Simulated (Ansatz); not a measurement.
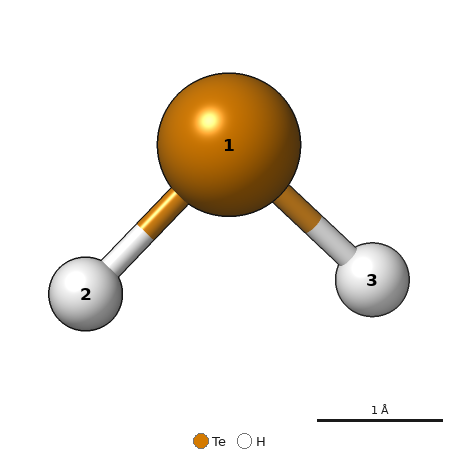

The computed structure is the end point of a PBE0-D4/def2-TZVP optimisation. No frequency run is at hand to confirm it as a minimum.

**Describe the coordination of atom 1.**

Te1 has 2 neighbours (H2 at 1.66, H3 at 1.66 Å); the arrangement is bent.
